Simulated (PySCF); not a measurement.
**C$_{4}$H$_{14}$B$_{2}$N$_{2}$Si (SMILES NB(C[SiH3])NBC1CC1): density, localisation and related maps**

The calculation's input:

```
{"job": {"kind": "nmr", "xc": "PBE0", "basis": "pcSseg-1"}, "charge": 0, "multiplicity": 1}
N      1.562030    -0.378720     2.288220
B      1.205295    -0.557935     0.954834
C      2.274506    -1.047348    -0.108054
Si     2.973402     0.410044    -1.106640
N     -0.131053    -0.252298     0.503157
B     -1.243582     0.265765     1.171272
C     -2.579367     0.534898     0.398684
C     -2.574717     0.979657    -1.048923
C     -3.046117    -0.388080    -0.707001
H      0.917346    -0.037098     2.978490
H      2.479791    -0.562647     2.651119
H      1.832936    -1.756080    -0.811168
H      3.107214    -1.566936     0.367829
H      3.697883     1.338784    -0.233058
H      1.898426     1.141181    -1.789159
H      3.897398    -0.101842    -2.127968
H     -0.260126    -0.428579    -0.484091
H     -1.177285     0.502457     2.320440
H     -3.391934     0.959903     0.979562
H     -3.303688     1.715447    -1.356145
H     -1.620842     1.090819    -1.545026
H     -2.419974    -1.230379    -0.963610
H     -4.102293    -0.604028    -0.776811
```

Launched as:

```sh
OMP_NUM_THREADS=1 python probes_run.py task.json out
```

Geometry: GFN2-xTB.

All numbers below come from PBE0/pcSseg-1, SCF density, gas phase, non-relativistic in PySCF.

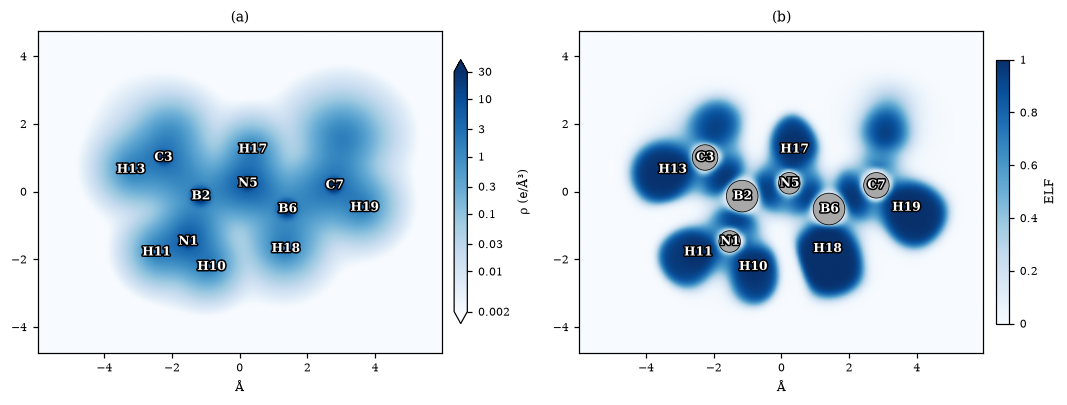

Figure 1. (a) electron density; (b) electron localisation function on the plane of atoms B6, N5 and H17. Grey discs cover the atomic cores in the ELF map.

> Read the bonding off the picture.

The section cuts through N, B, C and H sites. B–N (1.39 Å): ρ is about 2 e/Å³ halfway; the ELF peaks at about 0.90 between the atoms (a short, strongly polar bond). C–B (1.57 Å): ρ at the midpoint is about 1.4 e/Å³; the ELF peaks at about 1 between the atoms (a shared electron pair). N–H (1.00 Å): ρ at the midpoint is about 2.9 e/Å³; the ELF climbs to about 1 towards the hydrogen, as it does in any bond to H; a covalent bond by its length. B–N (1.44 Å): ρ at the midpoint is about 1.8 e/Å³; the ELF peaks at about 0.95 between the atoms: a polar covalent bond. C–H (1.09 Å): ρ at the midpoint is about 1.9 e/Å³; the ELF climbs to about 1 towards the hydrogen (an ordinary covalent bond to hydrogen).

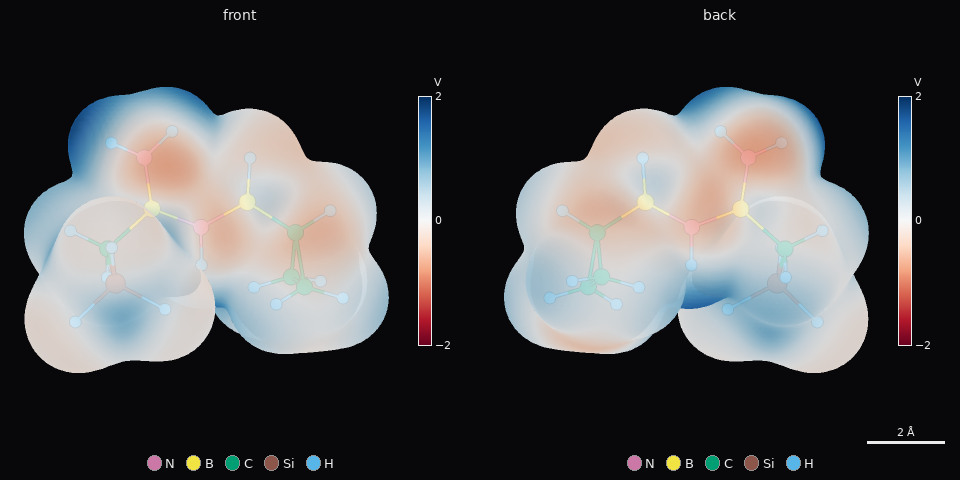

Figure 2. The electrostatic potential painted on the density surface at 0.002 e/bohr³, seen from the front and from behind; the colour scale runs from red (negative) to blue (positive).

> Describe the electrostatic potential map.

The most negative region (about −0.7 V) lies over N1, the most positive (about +1.7 V) over H11.

> What dipole moment does the calculation give?

Its dipole moment is 0.83 D.
